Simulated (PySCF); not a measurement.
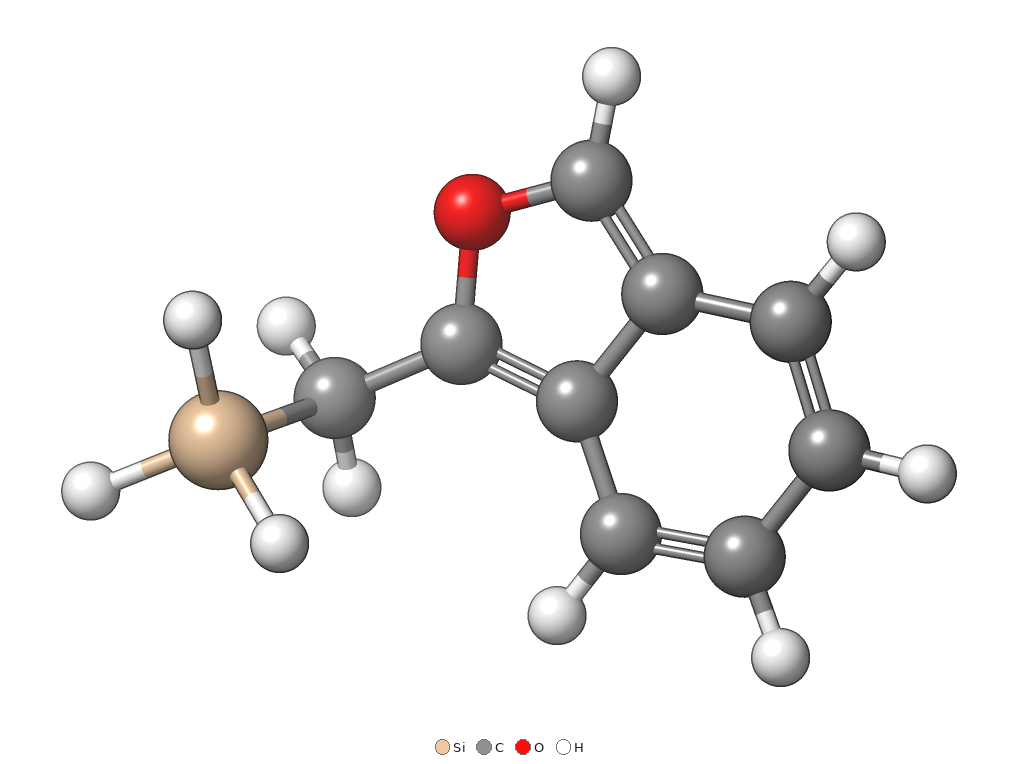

What is the molecular formula?

C₉H₁₀OSi, 21 atoms: 9 carbon, 10 hydrogen, 1 oxygen and 1 silicon.

What is its SMILES?

[SiH3]Cc1occ2ccccc12

Name functional groups in it.

Among them: Si–H bond.

How many bonds of each kind are drawn?

9 C–C, 7 C–H, 3 Si–H, 2 C–O, 1 C–Si.

More results for the same structure follow; atom numbers are the same in all pictures, views and colours differ. The computed structure is the end point of a PBE0-D3(BJ)/def2-SVP optimisation. No frequency run is at hand to confirm it as a minimum.

### Symmetry

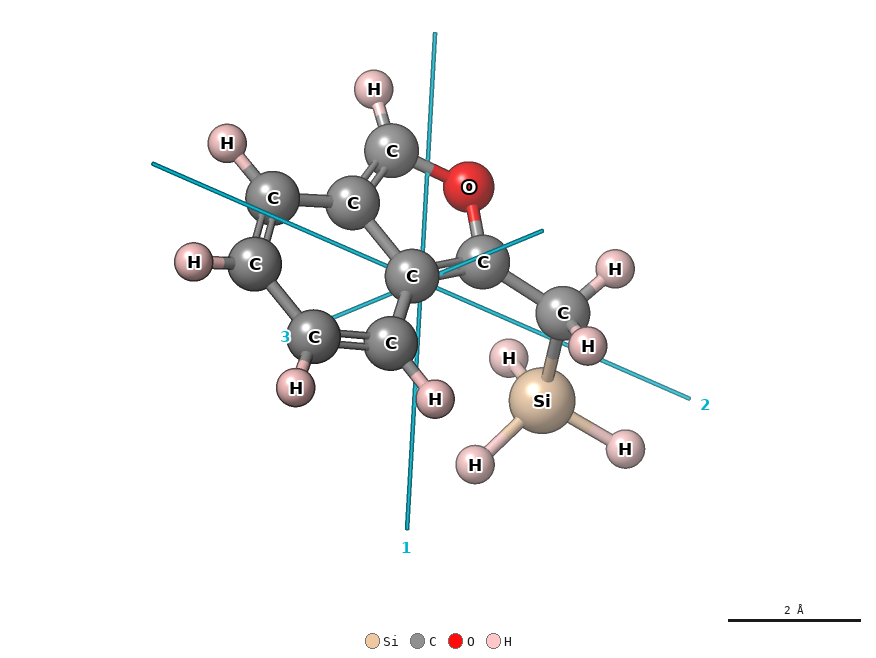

The three principal axes of inertia are drawn and numbered. Depth is shown by fading: the farther an atom, the more it takes the colour of the background. No frequency run is at hand to confirm it as a minimum. Masses are those of the most abundant isotopes; constants are for the rigid equilibrium geometry.

Which line is the a axis (least moment of inertia), which b and which c?

a is line 2, b is line 1, c is line 3; the moments are 273, 765, 956 u Å².

Classify the rotor and give the rotational constants (MHz).

An asymmetric top (C1): A = 1851, B = 661, C = 529 MHz. Ray's parameter κ is −0.80, nearer the prolate limit.

### Excitation

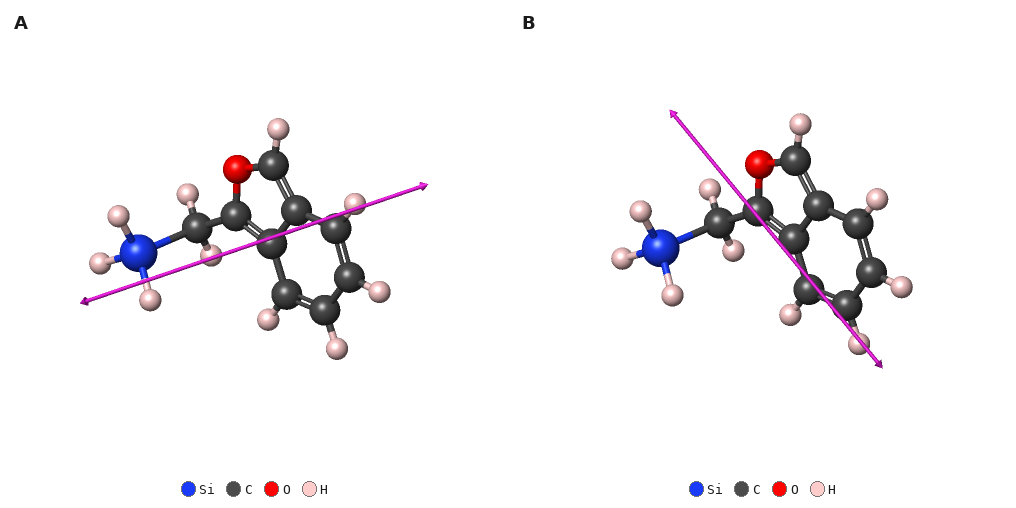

The double arrows show the directions of two transition dipoles from the ground state (lengths mean nothing). No frequency run is at hand to confirm it as a minimum. Method: TDDFT ωB97X-D/def2-SVPD, vertical, gas phase, core orbitals frozen in the response (PySCF 2.14.0).

One belongs to singlet state 4 and one to singlet state 5. Which is which?

A: state 4, 5.81 eV (213 nm), oscillator strength 0.12, of mixed character, with the largest part HOMO → LUMO+2 (weight 0.33).
B: state 5, 6.11 eV (203 nm), oscillator strength 0.12, mainly HOMO−2 → LUMO (weight 0.81).

### Charges

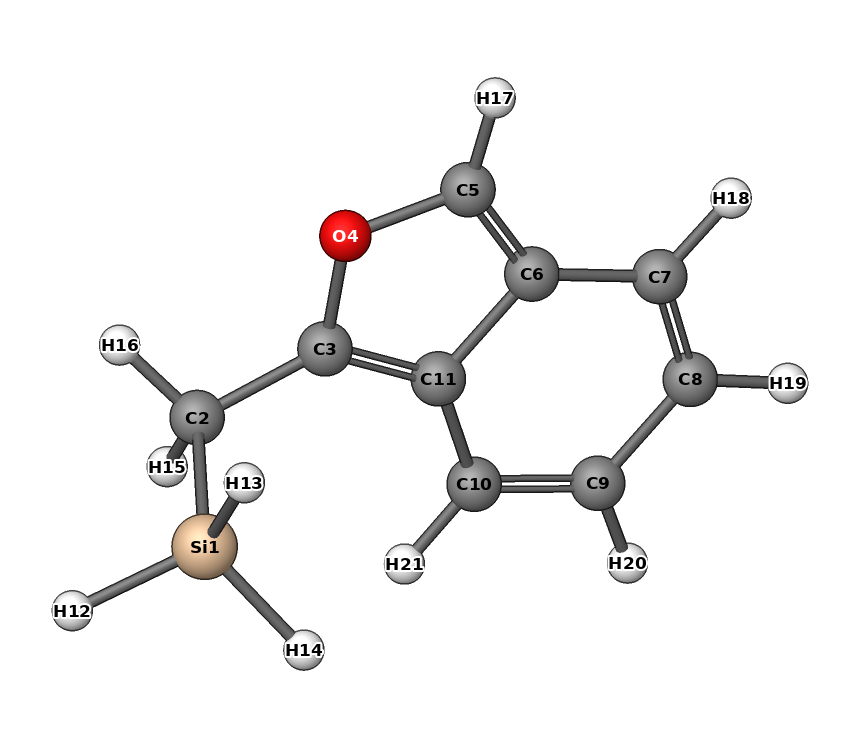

The questions are on Hirshfeld charges. No frequency run is at hand to confirm it as a minimum. Method: PBE0/pcSseg-1, gas phase (PySCF 2.14.0).

Give the Hirshfeld charges atom by atom.

| atom | value (e) |
| --- | --- |
| Si1 | 0.31 |
| C2 | −0.16 |
| C3 | 0.06 |
| O4 | −0.05 |
| C5 | −0.01 |
| C6 | −0.04 |
| C7 | −0.05 |
| C8 | −0.05 |
| C9 | −0.06 |
| C10 | −0.05 |
| C11 | −0.04 |
| H12 | −0.08 |
| H13 | −0.07 |
| H14 | −0.08 |
| H15 | 0.05 |
| H16 | 0.05 |
| H17 | 0.06 |
| H18 | 0.05 |
| H19 | 0.05 |
| H20 | 0.05 |
| H21 | 0.05 |

### NMR shielding

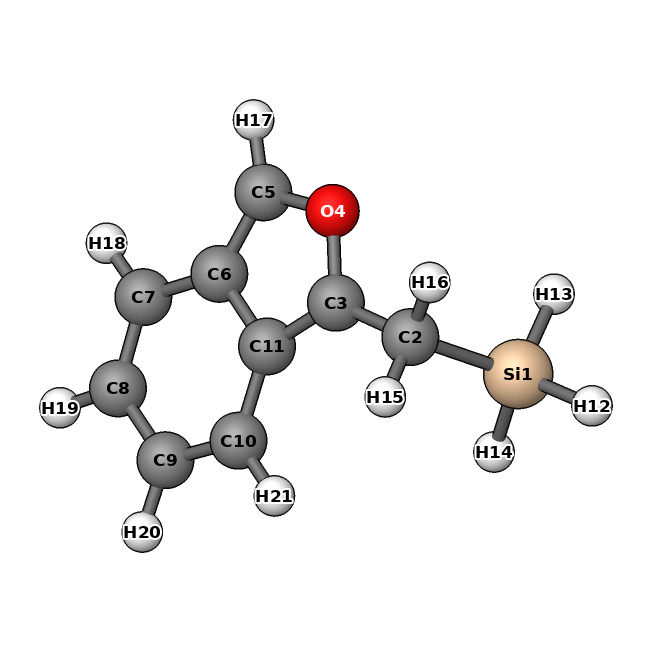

No frequency run is at hand to confirm it as a minimum. Method: GIAO PBE0/pcSseg-1 NMR shielding, non-relativistic, gas phase (PySCF 2.14.0). Principal shieldings σ11 ≤ σ22 ≤ σ33, span Ω = σ33 − σ11, skew κ = 3(σiso − σ22)/Ω.

Give the shielding tensors of the C atoms.

```json
{"atom": "C2", "σ11": "158.3", "σ22": "167.4", "σ33": "195.7", "σiso": "173.8", "Ω": "37.4", "κ": "0.51"}
{"atom": "C3", "σ11": "−13.6", "σ22": "28.2", "σ33": "99.3", "σiso": "37.9", "Ω": "112.9", "κ": "0.26"}
{"atom": "C5", "σ11": "−8.0", "σ22": "50.2", "σ33": "107.0", "σiso": "49.7", "Ω": "115.0", "κ": "−0.01"}
{"atom": "C6", "σ11": "−22.7", "σ22": "25.7", "σ33": "161.7", "σiso": "54.9", "Ω": "184.4", "κ": "0.47"}
{"atom": "C7", "σ11": "−43.0", "σ22": "50.2", "σ33": "171.8", "σiso": "59.6", "Ω": "214.9", "κ": "0.13"}
{"atom": "C8", "σ11": "−53.5", "σ22": "46.1", "σ33": "170.8", "σiso": "54.5", "Ω": "224.3", "κ": "0.11"}
{"atom": "C9", "σ11": "−49.7", "σ22": "49.1", "σ33": "170.6", "σiso": "56.6", "Ω": "220.2", "κ": "0.10"}
{"atom": "C10", "σ11": "−46.5", "σ22": "52.8", "σ33": "173.2", "σiso": "59.8", "Ω": "219.7", "κ": "0.10"}
{"atom": "C11", "σ11": "−11.2", "σ22": "31.3", "σ33": "163.9", "σiso": "61.3", "Ω": "175.1", "κ": "0.51"}
```

Shieldings and span in ppm.

### Quadrupole coupling

No frequency run is at hand to confirm it as a minimum. Electric field gradients from the ground-state density, PBE0/pcSseg-1 (PySCF 2.14.0), non-relativistic apart from any core potentials.

Give the largest field-gradient component, the quadrupole coupling constant and the asymmetry for 17O at O4 (Q = −25.6 mb), 2H at H12 (Q = 2.86 mb), 2H at H13 (Q = 2.86 mb).

```csv
atom,V_zz (a.u.),e²qQ/h (MHz),η
O4,1.402,−8.43,0.20
H12,0.139,0.093,0.02
H13,0.141,0.095,0.02
```
